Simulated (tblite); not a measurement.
## Run report: CH₉BSi₃, geometry relaxation (part 2 of 2)

CH₉BSi₃; GFN2-xTB geometry optimisation, gas phase (tblite 0.8.0). 

Geometry of the input (Å):
```
Si -1.2047  -0.9927  -1.8447
C  -2.3417  0.4311  -2.0878
Si -2.4855  1.3621  -0.4848
B  0.0388  -2.4020  -1.2989
Si 1.0609  -2.0596  0.3129
H  -1.9642  1.0612  -2.8115
H  -3.2655  0.0861  -2.3779
H  -1.7333  2.5522  -0.5739
H  -3.8565  1.6528  -0.2204
H  -1.9828  0.5360  0.5555
H  -0.3411  -3.4732  -1.4319
H  2.1963  -2.8973  0.3458
H  1.5040  -0.6888  0.3086
H  0.2713  -2.2794  1.4507
```

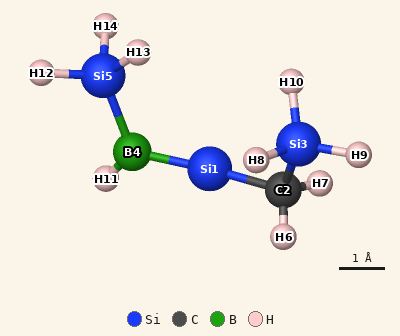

Fig. 1: The geometry at step 108 of the log (ball-and-stick view, seen at a tilt; atoms are numbered from 1 in the order of the input).

**Trajectory as extended XYZ, continued**
```
14
Properties=species:S:1:pos:R:3:forces:R:3 step=66 energy=-355.21273
Si   -0.9584   -0.8629   -1.9002    0.0050  -0.0310  -0.0090
C    -2.4607    0.3028   -2.0046    0.0100  -0.0010  -0.0060
Si   -2.4505    1.5466   -0.5569   -0.0150   0.0000   0.0230
B    -0.0916   -2.3466   -1.2643    0.0010  -0.0540  -0.0390
Si    0.9877   -2.2018    0.3644   -0.0060   0.0040  -0.0020
H    -2.4906    0.8387   -2.9563   -0.0100   0.0230   0.0220
H    -3.3748   -0.2953   -1.9558   -0.0250   0.0310  -0.0090
H    -1.4521    2.5868   -0.8180    0.0070  -0.0370  -0.0070
H    -3.7739    2.1572   -0.4149   -0.0070   0.0120  -0.0030
H    -2.1002    0.8110    0.6619    0.0020   0.0250  -0.0170
H     0.0919   -3.2458   -2.0093    0.0170   0.0160   0.0170
H     2.3281   -2.8228    0.3390    0.0150  -0.0020   0.0060
H     1.2587   -0.8010    0.7695    0.0020   0.0510   0.0030
H     0.3825   -2.7785    1.5873    0.0030  -0.0390   0.0200
14
Properties=species:S:1:pos:R:3:forces:R:3 step=72 energy=-355.21592
Si   -0.9862   -0.8834   -1.8860   -0.0170  -0.0280   0.0030
C    -2.4759    0.2982   -2.0026   -0.0120   0.0120   0.0200
Si   -2.4532    1.5487   -0.5612    0.0020  -0.0100  -0.0020
B    -0.0891   -2.3540   -1.2631    0.0130   0.0570  -0.0020
Si    0.9816   -2.1948    0.3730    0.0190  -0.0270  -0.0010
H    -2.4930    0.8397   -2.9501    0.0040   0.0190  -0.0380
H    -3.4031   -0.2789   -1.9600   -0.0220  -0.0090  -0.0080
H    -1.4254    2.5540   -0.8338    0.0140   0.0180  -0.0050
H    -3.7637    2.1874   -0.4181    0.0150   0.0010  -0.0070
H    -2.1039    0.8110    0.6530   -0.0080   0.0010   0.0460
H     0.1352   -3.2285   -2.0219    0.0070  -0.0390  -0.0020
H     2.3276   -2.8062    0.3249    0.0130   0.0260   0.0160
H     1.2441   -0.7931    0.7965   -0.0300  -0.0300  -0.0140
H     0.4010   -2.8117    1.5914    0.0030   0.0110  -0.0070
14
Properties=species:S:1:pos:R:3:forces:R:3 step=78 energy=-355.22035
Si   -1.0784   -0.9426   -1.8567   -0.0310   0.0100   0.0170
C    -2.5171    0.3007   -2.0152    0.0070  -0.0310  -0.0290
Si   -2.4443    1.5412   -0.5634    0.0150  -0.0160  -0.0090
B    -0.0589   -2.3416   -1.2725    0.0160  -0.0350   0.0110
Si    0.9929   -2.1914    0.3757   -0.0010   0.0060  -0.0030
H    -2.4857    0.8501   -2.9621    0.0160  -0.0320   0.0480
H    -3.4760   -0.2284   -1.9995    0.0380   0.0160   0.0140
H    -1.3739    2.4990   -0.8425    0.0110   0.0280   0.0010
H    -3.7274    2.2292   -0.4163   -0.0080   0.0180  -0.0060
H    -2.1187    0.7981    0.6559   -0.0170  -0.0090   0.0070
H     0.1777   -3.2241   -2.0196   -0.0290   0.0120  -0.0350
H     2.3602   -2.7498    0.3293    0.0360  -0.0070  -0.0040
H     1.2108   -0.8020    0.8467   -0.0280   0.0620  -0.0080
H     0.4348   -2.8499    1.5821   -0.0240  -0.0210  -0.0050
14
Properties=species:S:1:pos:R:3:forces:R:3 step=84 energy=-355.22378
Si   -1.1246   -0.9842   -1.8268    0.0260  -0.0130   0.0410
C    -2.5263    0.2950   -2.0132    0.0540  -0.0110   0.0430
Si   -2.4336    1.5379   -0.5634   -0.0060   0.0260   0.0140
B    -0.0420   -2.3477   -1.2743   -0.0130   0.0190  -0.0360
Si    1.0036   -2.1906    0.3791   -0.0090   0.0180  -0.0670
H    -2.4642    0.8472   -2.9548    0.0130  -0.0320  -0.0180
H    -3.4993   -0.2041   -2.0091   -0.0120   0.0010   0.0080
H    -1.3541    2.4890   -0.8440   -0.0110  -0.0290   0.0200
H    -3.7067    2.2489   -0.4266    0.0010   0.0080  -0.0040
H    -2.1363    0.7906    0.6624   -0.0030   0.0150  -0.0240
H     0.1827   -3.2163   -2.0403   -0.0010  -0.0240  -0.0030
H     2.3876   -2.7207    0.3390   -0.0420   0.0460   0.0130
H     1.1656   -0.7845    0.8404   -0.0040  -0.0300   0.0110
H     0.4437   -2.8719    1.5734    0.0060   0.0070   0.0020
14
Properties=species:S:1:pos:R:3:forces:R:3 step=90 energy=-355.23008
Si   -1.2258   -1.0678   -1.7397   -0.0790   0.0220  -0.0680
C    -2.5585    0.2686   -1.9934   -0.0990   0.0570   0.0010
Si   -2.4130    1.5497   -0.5782   -0.0420  -0.0240   0.0150
B     0.0200   -2.3254   -1.3167    0.0250   0.0090  -0.0020
Si    1.0096   -2.1790    0.3664   -0.0190  -0.0500   0.0780
H    -2.4556    0.7776   -2.9574    0.0530  -0.0180   0.0280
H    -3.5675   -0.1623   -1.9919    0.0870  -0.0170   0.0460
H    -1.2707    2.4180   -0.8551    0.0520   0.0060   0.0010
H    -3.6286    2.3551   -0.4550   -0.0300   0.0010  -0.0390
H    -2.1946    0.7976    0.6603    0.0210   0.0120   0.0150
H     0.2228   -3.1881   -2.0932    0.0230  -0.0310   0.0150
H     2.4289   -2.5990    0.3429   -0.0040   0.0300   0.0070
H     1.0494   -0.8014    0.9308   -0.0020   0.0010  -0.0440
H     0.4798   -2.9551    1.5219    0.0150   0.0020  -0.0540
14
Properties=species:S:1:pos:R:3:forces:R:3 step=96 energy=-355.23825
Si   -1.2991   -1.1603   -1.6877    0.0150  -0.0100  -0.0190
C    -2.5557    0.2545   -1.9456    0.0020  -0.0720  -0.0320
Si   -2.4030    1.5682   -0.5637    0.0170  -0.0270  -0.0490
B     0.0713   -2.3253   -1.3802   -0.0340   0.0480   0.0220
Si    1.0039   -2.1775    0.3386    0.0080   0.0810  -0.0110
H    -2.4019    0.7328   -2.9188   -0.0140  -0.0030   0.0310
H    -3.5765   -0.1434   -1.9571    0.0180   0.0300   0.0120
H    -1.2202    2.3793   -0.8512    0.0300   0.0060   0.0310
H    -3.5920    2.4214   -0.5120   -0.0170  -0.0070  -0.0250
H    -2.2469    0.8493    0.7015    0.0170   0.0060   0.0430
H     0.2472   -3.2273   -2.1207   -0.0070   0.0370   0.0300
H     2.4543   -2.4685    0.3729   -0.0100  -0.0220  -0.0170
H     0.9293   -0.8019    0.9155   -0.0320  -0.0470  -0.0200
H     0.4854   -3.0130    1.4502    0.0050  -0.0180   0.0040
14
Properties=species:S:1:pos:R:3:forces:R:3 step=102 energy=-355.24449
Si   -1.3292   -1.1862   -1.6654   -0.0310   0.0380  -0.0040
C    -2.5942    0.2215   -1.9140    0.0320   0.0130   0.0010
Si   -2.3756    1.5899   -0.5939    0.0200  -0.0260   0.0370
B     0.1137   -2.2682   -1.3972   -0.0370  -0.0250  -0.0450
Si    0.9978   -2.1830    0.3430    0.0150   0.0100  -0.0010
H    -2.4821    0.6628   -2.9092   -0.0080  -0.0040   0.0040
H    -3.6169   -0.1655   -1.8614   -0.0030   0.0160   0.0020
H    -1.1286    2.3115   -0.8643   -0.0400  -0.0280  -0.0040
H    -3.5128    2.5183   -0.6020    0.0430  -0.0490  -0.0330
H    -2.2895    0.9184    0.7077    0.0010   0.0230  -0.0080
H     0.3271   -3.1485   -2.1504   -0.0070  -0.0070  -0.0320
H     2.4633   -2.3804    0.3730    0.0090   0.0190   0.0090
H     0.7886   -0.8647    0.9963    0.0140   0.0350   0.0590
H     0.5344   -3.1374    1.3795   -0.0070  -0.0160   0.0150
14
Properties=species:S:1:pos:R:3:forces:R:3 step=108 energy=-355.24844
Si   -1.3748   -1.2226   -1.6416    0.0200  -0.0110  -0.0090
C    -2.6202    0.2006   -1.8884    0.0050  -0.0150  -0.0110
Si   -2.3469    1.5909   -0.6060    0.0110  -0.0130   0.0200
B     0.1299   -2.2328   -1.4207    0.0120   0.0070   0.0300
Si    0.9935   -2.1723    0.3385   -0.0250  -0.0440  -0.0190
H    -2.5242    0.6123   -2.8981   -0.0040   0.0050   0.0320
H    -3.6506   -0.1594   -1.7982    0.0140   0.0030  -0.0130
H    -1.0647    2.2427   -0.8659    0.0330  -0.0050  -0.0270
H    -3.4310    2.5706   -0.6882   -0.0320   0.0140  -0.0100
H    -2.3254    0.9766    0.7234   -0.0040  -0.0160   0.0090
H     0.3734   -3.1026   -2.1798   -0.0300   0.0230  -0.0070
H     2.4696   -2.2717    0.3862   -0.0160   0.0170  -0.0040
H     0.6910   -0.9193    1.0799    0.0010   0.0220   0.0140
H     0.5763   -3.2246    1.3008    0.0140   0.0140  -0.0050
14
Properties=species:S:1:pos:R:3:forces:R:3 step=114 energy=-355.24941
Si   -1.3812   -1.2270   -1.6411    0.0170   0.0000   0.0060
C    -2.6242    0.1971   -1.8843   -0.0070   0.0030  -0.0060
Si   -2.3405    1.5895   -0.6061   -0.0080  -0.0010   0.0040
B     0.1298   -2.2273   -1.4179   -0.0170   0.0160  -0.0070
Si    0.9889   -2.1737    0.3411   -0.0060   0.0190   0.0070
H    -2.5314    0.6104   -2.8929    0.0130   0.0070   0.0030
H    -3.6561   -0.1569   -1.7937    0.0030  -0.0120   0.0040
H    -1.0502    2.2254   -0.8737    0.0010  -0.0090  -0.0080
H    -3.4220    2.5747   -0.7040    0.0130  -0.0090   0.0080
H    -2.3281    0.9780    0.7257   -0.0020   0.0030  -0.0070
H     0.3751   -3.0859   -2.1884   -0.0070   0.0010   0.0030
H     2.4654   -2.2514    0.3861    0.0060   0.0040  -0.0070
H     0.6821   -0.9265    1.0967   -0.0100  -0.0190  -0.0120
H     0.5884   -3.2380    1.2942    0.0020  -0.0030   0.0140
14
Properties=species:S:1:pos:R:3:forces:R:3 step=120 energy=-355.24979
Si   -1.3884   -1.2331   -1.6339    0.0010   0.0020  -0.0060
C    -2.6279    0.1929   -1.8790   -0.0010   0.0020   0.0050
Si   -2.3354    1.5883   -0.6072   -0.0020   0.0060  -0.0100
B     0.1325   -2.2197   -1.4213   -0.0080  -0.0020   0.0060
Si    0.9847   -2.1736    0.3411    0.0100   0.0020   0.0100
H    -2.5310    0.6042   -2.8875   -0.0040   0.0010  -0.0080
H    -3.6606   -0.1578   -1.7858    0.0010  -0.0050  -0.0090
H    -1.0373    2.2061   -0.8791    0.0040  -0.0040   0.0000
H    -3.4052    2.5836   -0.7154    0.0010   0.0050   0.0070
H    -2.3360    0.9872    0.7277    0.0030  -0.0070   0.0140
H     0.3815   -3.0738   -2.1952   -0.0030  -0.0060  -0.0010
H     2.4630   -2.2282    0.3815   -0.0050   0.0060   0.0040
H     0.6543   -0.9389    1.1054   -0.0040  -0.0020  -0.0040
H     0.6019   -3.2489    1.2906    0.0050   0.0020  -0.0080
14
Properties=species:S:1:pos:R:3:forces:R:3 step=126 energy=-355.25012
Si   -1.4023   -1.2410   -1.6268   -0.0010   0.0090  -0.0040
C    -2.6349    0.1904   -1.8781    0.0000  -0.0030  -0.0130
Si   -2.3292    1.5852   -0.6089    0.0050  -0.0110   0.0110
B     0.1293   -2.2129   -1.4205    0.0100  -0.0090   0.0000
Si    0.9858   -2.1685    0.3408   -0.0180  -0.0060  -0.0090
H    -2.5320    0.5998   -2.8874   -0.0020  -0.0040   0.0040
H    -3.6697   -0.1551   -1.7900    0.0050   0.0060   0.0050
H    -1.0184    2.1767   -0.8804   -0.0070   0.0030   0.0030
H    -3.3833    2.5966   -0.7206    0.0030   0.0050   0.0030
H    -2.3405    0.9893    0.7300    0.0000   0.0000  -0.0100
H     0.3791   -3.0659   -2.1960    0.0000  -0.0050   0.0070
H     2.4642   -2.1892    0.3867    0.0030   0.0030  -0.0040
H     0.6247   -0.9532    1.1193   -0.0060   0.0190   0.0060
H     0.6232   -3.2637    1.2738    0.0080  -0.0090   0.0020
14
Properties=species:S:1:pos:R:3:forces:R:3 step=132 energy=-355.25041
Si   -1.3999   -1.2373   -1.6326    0.0020  -0.0010  -0.0040
C    -2.6336    0.1926   -1.8845    0.0000   0.0050   0.0050
Si   -2.3302    1.5796   -0.6059    0.0060   0.0040   0.0010
B     0.1250   -2.2179   -1.4182   -0.0050  -0.0060  -0.0020
Si    0.9821   -2.1644    0.3419    0.0090   0.0040  -0.0010
H    -2.5269    0.6075   -2.8909   -0.0020   0.0010  -0.0030
H    -3.6682   -0.1533   -1.8015   -0.0050  -0.0020   0.0040
H    -1.0204    2.1699   -0.8811    0.0110   0.0120   0.0060
H    -3.3795    2.5973   -0.7058   -0.0020  -0.0060  -0.0040
H    -2.3368    0.9805    0.7309   -0.0020  -0.0120  -0.0060
H     0.3706   -3.0779   -2.1870    0.0010  -0.0040   0.0010
H     2.4614   -2.1800    0.3838   -0.0030   0.0100  -0.0050
H     0.6194   -0.9453    1.1165   -0.0050  -0.0080   0.0000
H     0.6331   -3.2629    1.2762   -0.0040   0.0010   0.0080
14
Properties=species:S:1:pos:R:3:forces:R:3 step=138 energy=-355.25144
Si   -1.4101   -1.2501   -1.6463   -0.0410   0.0070  -0.0010
C    -2.6257    0.1965   -1.8926    0.0090   0.0100  -0.0180
Si   -2.3046    1.5617   -0.5934    0.0020  -0.0150  -0.0070
B     0.0996   -2.2492   -1.4192    0.0200  -0.0160   0.0110
Si    0.9655   -2.1447    0.3352   -0.0340  -0.0270  -0.0200
H    -2.5014    0.6167   -2.8956   -0.0220   0.0130   0.0230
H    -3.6691   -0.1285   -1.8200    0.0410  -0.0110   0.0000
H    -0.9855    2.1409   -0.8493    0.0070  -0.0110   0.0130
H    -3.3340    2.5982   -0.6922   -0.0210   0.0080   0.0030
H    -2.3400    0.9372    0.7322    0.0090   0.0100  -0.0210
H     0.3362   -3.1273   -2.1697    0.0040  -0.0020   0.0010
H     2.4388   -2.0433    0.3743    0.0500   0.0000  -0.0150
H     0.5176   -0.9542    1.1056   -0.0200   0.0260   0.0300
H     0.7086   -3.2656    1.2727   -0.0060   0.0090   0.0000
14
Properties=species:S:1:pos:R:3:forces:R:3 step=144 energy=-355.25241
Si   -1.4069   -1.2449   -1.6688    0.0110  -0.0030   0.0060
C    -2.6182    0.2057   -1.9074    0.0090  -0.0040  -0.0080
Si   -2.2962    1.5525   -0.5907    0.0010  -0.0070   0.0100
B     0.0812   -2.2690   -1.4111   -0.0010   0.0030   0.0060
Si    0.9544   -2.1356    0.3372    0.0190   0.0060  -0.0070
H    -2.5022    0.6420   -2.9034    0.0020   0.0000  -0.0050
H    -3.6582   -0.1263   -1.8344   -0.0050   0.0010   0.0030
H    -0.9758    2.1342   -0.8323    0.0040  -0.0050  -0.0010
H    -3.3287    2.5879   -0.6694   -0.0120   0.0080  -0.0030
H    -2.3281    0.9051    0.7227    0.0040   0.0030   0.0050
H     0.3186   -3.1569   -2.1489   -0.0040  -0.0030  -0.0080
H     2.4300   -2.0027    0.3548   -0.0120   0.0010  -0.0070
H     0.4888   -0.9489    1.1075   -0.0050   0.0020   0.0060
H     0.7373   -3.2545    1.2858   -0.0100  -0.0010   0.0030
14
Properties=species:S:1:pos:R:3:forces:R:3 step=147 energy=-355.25251
Si   -1.4071   -1.2473   -1.6697    0.0000   0.0080   0.0000
C    -2.6138    0.2067   -1.9095   -0.0010  -0.0030   0.0010
Si   -2.2942    1.5492   -0.5875    0.0000  -0.0010   0.0000
B     0.0782   -2.2746   -1.4114    0.0020  -0.0040   0.0010
Si    0.9528   -2.1312    0.3353    0.0000  -0.0010  -0.0030
H    -2.4944    0.6452   -2.9042   -0.0020  -0.0020  -0.0010
H    -3.6547   -0.1235   -1.8384   -0.0020   0.0030  -0.0060
H    -0.9732    2.1301   -0.8277    0.0050  -0.0030   0.0030
H    -3.3262    2.5863   -0.6646   -0.0030  -0.0030  -0.0010
H    -2.3271    0.8976    0.7236    0.0030   0.0030   0.0060
H     0.3089   -3.1672   -2.1459    0.0030  -0.0010   0.0000
H     2.4262   -1.9853    0.3510    0.0030   0.0010  -0.0030
H     0.4768   -0.9476    1.1048   -0.0020   0.0010   0.0010
H     0.7438   -3.2501    1.2861   -0.0040   0.0020   0.0010
```

**Key numbers**

```tsv
quantity	value
outcome	converged
total energy	−355.2525 eV
wall time	4.3 s
peak memory	0.18 GiB
```
